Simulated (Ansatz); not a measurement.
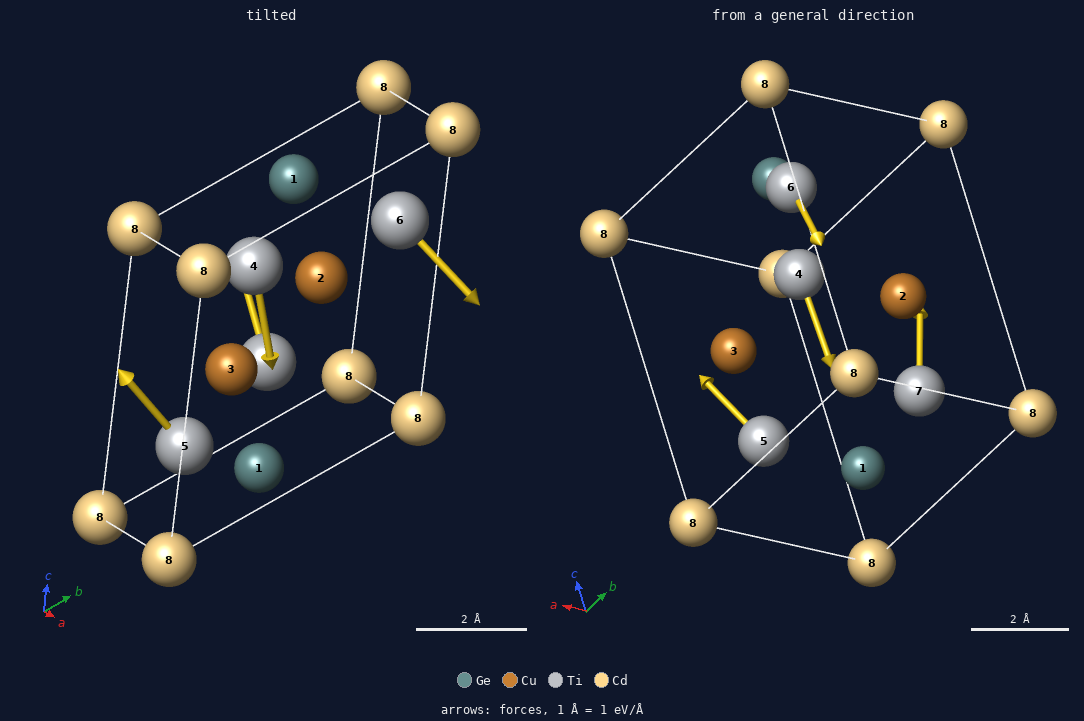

A spheres-only rendering, viewed slightly off an axis and from a general direction. Lines trace the edges of the simulation cell. The arrows are the computed forces on the atoms.

System: Ti$_{4}$CdCu$_{2}$Ge. Method: Ansatz, DFT, PAW plane waves, r2SCAN; wavefunction cutoff 500 eV, a 6×6×6 sampling of the Brillouin zone, Methfessel-Paxton smearing of 0.01 eV, no spin polarisation.

**Do the forces show a relaxed structure?**

No. The atoms still feel forces of up to about 1.6 eV/Å, far above a usual threshold of 0.01 to 0.03 eV/Å.

**Which atom carries the strongest force?**

All Ti atoms, about 1.6 eV/Å.

Note that this is a generated cell, made by putting these elements into a known structure type (the compound may or may not exist in this form), and that it hasn't been relaxed. A calculation with Ansatz used it as input.
